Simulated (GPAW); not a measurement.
The O K edge of atom 2 in CsH3O2 (Amm2), with 2 H at 1.02 Å, 1 H at 1.81 Å, 4 Cs at 3.30 Å and 2 Cs at 3.52 Å (9-fold, site symmetry mm2), was computed in 2 ways: full core hole (charged cell) and no core hole. Program and functional: GPAW, LDA, Gaussian full width 0.9 eV up to 4 eV, rising linearly to 3.5 eV at 25 eV; cells of 6 and 18 atoms (the run without a hole in the smaller).

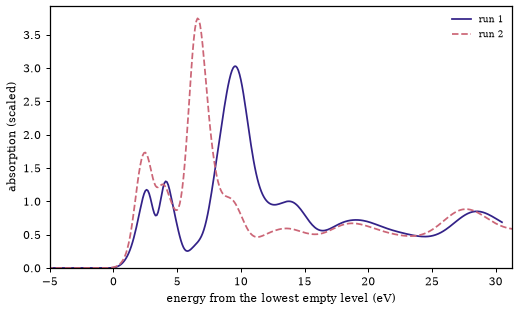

Each run is counted from its own lowest empty level or Fermi level and scaled to a mean of 1 over its first 20 eV.

**Question.** Which run is which?

Run 1: no core hole (area from −2 to 6 eV 3.9, main maxima 2.6 eV (1.17), 4.1 eV (1.30), 9.6 eV (3.03) and 19.0 eV (0.72)). Run 2: full core hole (charged cell) (area from −2 to 6 eV 6.2, main maxima 2.5 eV (1.73), 6.6 eV (3.75), 13.6 eV (0.59) and 18.7 eV (0.67)). With each curve scaled to its own mean, the area from −2 to 6 eV with the hole is 6.2 against 3.9, and the centre of weight from −1 to 20 eV moves by -1.7 eV: the hole pulls the absorber's empty states down.

[Hosts, paths, dates, database ids (printed as entryN), source tags and the programs' standing remarks are cut or masked in the printed files.]

[Lists of maxima count a maximum above −3 eV only where it reaches 4 % of the highest in the window and stands out from its surroundings by 2 % of it (1.5 % where it reaches 55 %); shoulders and weaker maxima are passed over, and of the rest the first, up to two pre-edge ones and the few strongest are named.]
